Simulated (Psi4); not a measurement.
## Run report: CH3ClF2Si (charge −1), single-point calculation

System: CH3ClF2Si, charge −1, multiplicity 2.
Method: B3LYP/def2-SVPD, UKS (Psi4 1.11).

The geometry was optimised with B3LYP/def2-SVPD.

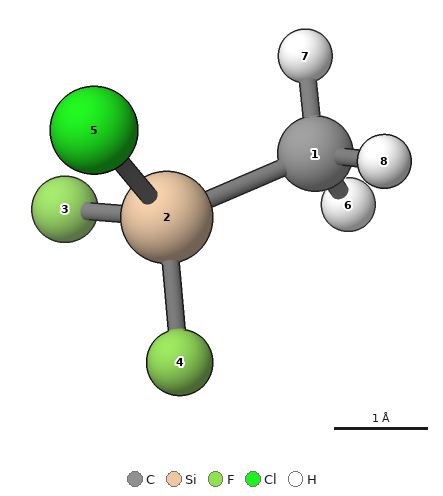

*The structure (ball-and-stick view, seen at a tilt; atoms are numbered from 1 in the order of the input).*

Bond lengths as drawn: Cl–Si 2.06 Å, C–H 1.10 Å, C–Si 1.84 Å and F–Si 1.62 Å.

Input (job.in)
```
memory 1.6 GB

molecule {
  -1 2
  C
  Si 1 1.842233
  F 2 1.623126 1 110.93118
  F 2 1.623127 3 106.008 1 -120.50887
  Cl 2 2.061696 3 107.39228 4 -114.56543
  H 1 1.09992 2 109.63189 3 -58.81889
  H 1 1.098963 6 108.78705 2 -120.86986
  H 1 1.098961 7 108.69884 6 118.31215
  symmetry c1
}

set globals {
  basis def2-SVPD
  reference uks
}

energy('b3lyp')
```

Launched with:
```bash
psi4 job.in job.out -n 1
```

Log
```
Psi4 1.11 release

   => Loading Basis Set <=

    Name: DEF2-SVPD
    Role: ORBITAL
    Keyword: BASIS

         ---------------------------------------------------------
                                   SCF
                              UKS Reference
                        1 Threads,   1525 MiB Core
         ---------------------------------------------------------

  ==> Geometry <==

    Molecular point group: c1
    Full point group: C1

    Geometry (in Angstrom), charge = -1, multiplicity = 2:

       Center              X                  Y                   Z               Mass
    ------------   -----------------  -----------------  -----------------  -----------------
         C            0.266126223568    -0.161344773079    -2.034536579534    12.000000000000
         SI           0.266126223568    -0.161344773079    -0.192303579534    27.976926534650
         F            0.266126223568    -1.677361015305     0.387552234599    18.998403162730
         F            1.610306518678     0.539691277510     0.387583519944    18.998403162730
         CL          -1.346965453255     0.816650750538     0.639592083615    34.968852682000
         H            1.152445352402    -0.697719406946    -2.404083140074     1.007825032230
         H           -0.634866094671    -0.659907862318    -2.418421150588     1.007825032230
         H            0.289805202022     0.868094574974    -2.418475655664     1.007825032230

  Running in c1 symmetry.

  Rotational constants: A =      0.12106  B =      0.07722  C =      0.07439 [cm^-1]
  Rotational constants: A =   3629.22565  B =   2315.11156  C =   2230.03702 [MHz]
  Nuclear repulsion =  309.322254520230103

  Charge       = -1
  Multiplicity = 2
  Electrons    = 59
  Nalpha       = 30
  Nbeta        = 29

  ==> Algorithm <==

  SCF Algorithm Type is DF.
  DIIS enabled.
  MOM disabled.
  Fractional occupation disabled.
  Guess Type is SAD.
  Energy threshold   = 1.00e-06
  Density threshold  = 1.00e-06
  Integral threshold = 1.00e-12

  ==> Primary Basis <==

  Basis Set: DEF2-SVPD
    Blend: DEF2-SVPD
    Number of shells: 59
    Number of basis functions: 141
    Number of Cartesian functions: 151
    Spherical Harmonics?: true
    Max angular momentum: 2

  ==> DFT Potential <==

   => LibXC <=

    Version 7.1.2

   => Composite Functional: B3LYP <=

    B3LYP Hyb-GGA Exchange-Correlation Functional

    Deriv               =              1
    GGA                 =           TRUE
    Meta                =          FALSE

    Exchange Hybrid     =           TRUE
    MP2 Hybrid          =          FALSE

   => Exchange Functionals <=

    0.0800   Slater exchange
    0.7200         Becke 88

   => Exact (HF) Exchange <=

    0.2000               HF

   => Correlation Functionals <=

    0.1900   Vosko, Wilk & Nusair (VWN5_RPA)
    0.8100   Lee, Yang & Parr

   => LibXC Density Thresholds  <==

    XC_HYB_GGA_XC_B3LYP:  1.00E-15

   => Molecular Quadrature <=

    Radial Scheme          =       TREUTLER
    Pruning Scheme         =           NONE
    Nuclear Scheme         =       TREUTLER

    Blocking Scheme        =         OCTREE
    BS radius alpha        =              1
    Pruning alpha          =              1
    Radial Points          =             75
    Spherical Points       =            302
    Total Points           =         173191
    Total Blocks           =           1382
    Max Points             =            255
    Max Functions          =            138
    Weights Tolerance      =       1.00E-15

   => Loading Basis Set <=

    Name: (DEF2-SVPD AUX)
    Role: JKFIT
    Keyword: DF_BASIS_SCF

  ==> Integral Setup <==

  DFHelper Memory: AOs need 0.085 GiB; user supplied 0.541 GiB.
  SCF_SUBTYPE=INCORE selected. In-core MEM_DF algorithm will be used.
  Using in-core AOs.

  ==> MemDFJK: Density-Fitted J/K Matrices <==

    J tasked:                   Yes
    K tasked:                   Yes
    wK tasked:                   No
    Memory [MiB]:               554
    Algorithm:                 Core
    Schwarz Cutoff:           1E-12
    Mask sparsity (%):       0.9959
    Fitting Condition:        1E-10

   => Auxiliary Basis Set <=

  Basis Set: (DEF2-SVPD AUX)
    Blend: DEF2-UNIVERSAL-JKFIT
    Number of shells: 169
    Number of basis functions: 539
    Number of Cartesian functions: 645
    Spherical Harmonics?: true
    Max angular momentum: 4

  Cached 100.0% of DFT collocation blocks in 0.576 [GiB].

  Minimum eigenvalue in the overlap matrix is 4.6380927002E-04.
  Reciprocal condition number of the overlap matrix is 5.1168987412E-05.
    Using symmetric orthogonalization.

  ==> Pre-Iterations <==

  SCF Guess: Superposition of Atomic Densities via on-the-fly atomic UHF (no occupation information).

   -------------------------
    Irrep   Nso     Nmo
   -------------------------
     A        141     141
   -------------------------
    Total     141     141
   -------------------------

  ==> Iterations <==

                           Total Energy        Delta E     RMS |[F,P]|

   @DF-UKS iter SAD:  -988.64119616434459   -9.88641e+02   0.00000e+00
   @DF-UKS iter   1:  -988.62998334488623    1.12128e-02   6.63702e-03 ADIIS/DIIS
   @DF-UKS iter   2:  -988.21947133982940    4.10512e-01   9.53700e-03 ADIIS/DIIS
   @DF-UKS iter   3:  -989.07245090499998   -8.52980e-01   1.05048e-03 ADIIS/DIIS
   @DF-UKS iter   4:  -989.08058363494263   -8.13273e-03   6.66475e-04 ADIIS/DIIS
   @DF-UKS iter   5:  -989.08451827814781   -3.93464e-03   1.10958e-04 ADIIS/DIIS
   @DF-UKS iter   6:  -989.08469054609679   -1.72268e-04   6.06085e-05 DIIS
   @DF-UKS iter   7:  -989.08474834256367   -5.77965e-05   1.19893e-05 DIIS
   @DF-UKS iter   8:  -989.08475304331955   -4.70076e-06   4.19552e-06 DIIS
   @DF-UKS iter   9:  -989.08475362965578   -5.86336e-07   1.33885e-06 DIIS
   @DF-UKS iter  10:  -989.08475369871462   -6.90588e-08   5.04847e-07 DIIS
  Energy and wave function converged.

  ==> Post-Iterations <==

   Electrons on quadrature grid:
      Nalpha   =   30.0001035373 ; deviation = 1.035e-04
      Nbeta    =   29.0000539082 ; deviation = 5.391e-05
      Ntotal   =   59.0001574455 ; deviation = 1.574e-04

   @Spin Contamination Metric:   1.836395581E-04
   @S^2 Expected:                7.500000000E-01
   @S^2 Observed:                7.501836396E-01
   @S   Expected:                5.000000000E-01
   @S   Observed:                5.000000000E-01

    Orbital Energies [Eh]
    ---------------------

    Alpha Occupied:

       1A   -101.370193     2A    -66.084615     3A    -24.551504
       4A    -24.551472     5A    -10.044316     6A     -9.322401
       7A     -7.088635     8A     -7.082775     9A     -7.082717
      10A     -5.234484    11A     -3.598516    12A     -3.598330
      13A     -3.594426    14A     -1.040343    15A     -1.022163
      16A     -0.691461    17A     -0.572155    18A     -0.418158
      19A     -0.358872    20A     -0.333170    21A     -0.323953
      22A     -0.298255    23A     -0.287561    24A     -0.284857
      25A     -0.270716    26A     -0.269457    27A     -0.217612
      28A     -0.194942    29A     -0.190660    30A      0.087426

    Alpha Virtual:

      31A      0.144825    32A      0.164231    33A      0.169044
      34A      0.186015    35A      0.188889    36A      0.197087
      37A      0.208058    38A      0.215252    39A      0.216633
      40A      0.236544    41A      0.236779    42A      0.264985
      43A      0.267243    44A      0.268436    45A      0.285490
      46A      0.302895    47A      0.317860    48A      0.346374
      49A      0.347863    50A      0.353845    51A      0.380717
      52A      0.381438    53A      0.393456    54A      0.400523
      55A      0.422801    56A      0.441131    57A      0.450497
      58A      0.457389    59A      0.458867    60A      0.461984
      61A      0.464080    62A      0.470303    63A      0.485450
      64A      0.492794    65A      0.512515    66A      0.522853
      67A      0.530368    68A      0.538355    69A      0.581166
      70A      0.586602    71A      0.590603    72A      0.601386
      73A      0.633141    74A      0.644016    75A      0.666008
      76A      0.737118    77A      0.759319    78A      0.764621
      79A      0.798788    80A      0.815115    81A      0.821924
      82A      0.844451    83A      0.853089    84A      0.882338
      85A      0.883164    86A      0.920606    87A      0.942558
      88A      0.988627    89A      1.000560    90A      1.017848
      91A      1.041180    92A      1.055444    93A      1.071169
      94A      1.082687    95A      1.108383    96A      1.115016
      97A      1.119741    98A      1.135545    99A      1.137700
     100A      1.191135   101A      1.203064   102A      1.206185
     103A      1.221261   104A      1.241265   105A      1.269508
     106A      1.359203   107A      1.399191   108A      1.430994
     109A      1.614525   110A      1.621561   111A      1.688469
     112A      1.719036   113A      1.759339   114A      1.795395
     115A      1.821549   116A      1.894155   117A      1.946915
     118A      1.953584   119A      2.033053   120A      2.034045
     121A      2.153928   122A      2.167852   123A      2.169499
     124A      2.221378   125A      2.325552   126A      2.456720
     127A      2.637713   128A      2.638320   129A      2.909262
     130A      3.181020   131A      3.183237   132A      3.485254
     133A      3.489544   134A      3.495550   135A      3.516877
     136A      3.518520   137A      3.534461   138A      3.538929
     139A      3.546734   140A      3.627341   141A      3.756338

    Beta Occupied:

       1A   -101.369670     2A    -66.084119     3A    -24.550718
       4A    -24.550686     5A    -10.041527     6A     -9.321683
       7A     -7.087972     8A     -7.082288     9A     -7.082222
      10A     -5.233712    11A     -3.597980    12A     -3.597732
      13A     -3.593823    14A     -1.038619    15A     -1.020492
      16A     -0.688850    17A     -0.568743    18A     -0.416463
      19A     -0.357672    20A     -0.331713    21A     -0.322844
      22A     -0.297237    23A     -0.286310    24A     -0.283259
      25A     -0.268599    26A     -0.268061    27A     -0.215605
      28A     -0.193515    29A     -0.188868

    Beta Virtual:

      30A      0.121424    31A      0.157691    32A      0.170109
      33A      0.174221    34A      0.190616    35A      0.192293
      36A      0.203800    37A      0.216172    38A      0.219776
      39A      0.221977    40A      0.238939    41A      0.241303
      42A      0.267897    43A      0.270393    44A      0.273525
      45A      0.287660    46A      0.304039    47A      0.318194
      48A      0.348376    49A      0.351097    50A      0.356214
      51A      0.381078    52A      0.384330    53A      0.397592
      54A      0.402434    55A      0.426801    56A      0.445717
      57A      0.453681    58A      0.461535    59A      0.461870
      60A      0.464193    61A      0.467221    62A      0.474048
      63A      0.489071    64A      0.496367    65A      0.515659
      66A      0.524815    67A      0.533261    68A      0.540874
      69A      0.584026    70A      0.589267    71A      0.593476
      72A      0.602827    73A      0.635846    74A      0.646159
      75A      0.668203    76A      0.739681    77A      0.760645
      78A      0.767418    79A      0.800578    80A      0.817394
      81A      0.822713    82A      0.846761    83A      0.854103
      84A      0.883618    85A      0.884256    86A      0.922772
      87A      0.944647    88A      0.989463    89A      1.001985
      90A      1.019504    91A      1.042910    92A      1.057320
      93A      1.073428    94A      1.084704    95A      1.110890
      96A      1.116857    97A      1.121767    98A      1.136826
      99A      1.139139   100A      1.194025   101A      1.204984
     102A      1.207924   103A      1.223540   104A      1.243427
     105A      1.271091   106A      1.361871   107A      1.400287
     108A      1.432144   109A      1.615605   110A      1.623182
     111A      1.689099   112A      1.720387   113A      1.760509
     114A      1.796198   115A      1.822298   116A      1.895205
     117A      1.946718   118A      1.953317   119A      2.034433
     120A      2.035254   121A      2.156132   122A      2.169898
     123A      2.171395   124A      2.222690   125A      2.327029
     126A      2.458657   127A      2.640187   128A      2.640722
     129A      2.911932   130A      3.183768   131A      3.185975
     132A      3.485641   133A      3.490032   134A      3.495988
     135A      3.517465   136A      3.519280   137A      3.535225
     138A      3.539603   139A      3.547445   140A      3.628314
     141A      3.757331

    Final Occupation by Irrep:
              A
    DOCC [    29 ]
    SOCC [     1 ]
    NA   [    30 ]
    NB   [    29 ]

  @DF-UKS Final Energy:  -989.08475369871462

   => Energetics <=

    Nuclear Repulsion Energy =            309.3222545202301035
    One-Electron Energy =               -1992.7583471836446734
    Two-Electron Energy =                 756.3327592412476861
    DFT Exchange-Correlation Energy =     -61.9814202765478228
    Empirical Dispersion Energy =           0.0000000000000000
    VV10 Nonlocal Energy =                  0.0000000000000000
    Total Energy =                       -989.0847536987146214

  UHF NO Occupations:
  HONO-2 :   28  A 1.9999813
  HONO-1 :   29  A 1.9999658
  HONO-0 :   30  A 1.0000000
  LUNO+0 :   31  A 0.0000342
  LUNO+1 :   32  A 0.0000187
  LUNO+2 :   33  A 0.0000114
  LUNO+3 :   34  A 0.0000103

Computation Completed

Properties will be evaluated at   0.000000,   0.000000,   0.000000 [a0]

Properties computed using the SCF density matrix

 Multipole Moments:

 ------------------------------------------------------------------------------------
     Multipole            Electronic (a.u.)      Nuclear  (a.u.)        Total (a.u.)
 ------------------------------------------------------------------------------------

 L = 1.  Multiply by 2.5417464519 to convert [e a0] to [Debye]
 Dipole X            :         -0.0497483            0.2256161            0.1758678
 Dipole Y            :          0.0300610           -0.1368030           -0.1067420
 Dipole Z            :          8.1579519           -8.1091216            0.0488303
 Magnitude           :                                                    0.2114420

 ------------------------------------------------------------------------------------

	total time  =         14 seconds =       0.23 minutes

    Psi4 run time: 0:00:14.97
```

Results in brief

- outcome: converged
- total energy: −989.084754 hartree
- basis functions: 141
- ⟨S²⟩: 0.750
- hardware: 1 thread of Intel Xeon (Sapphire Rapids), 32 GiB of memory available, shared host
- wall time: 17 s
- peak memory: 0.89 GiB

Further notes kept with the run: unbound anion.
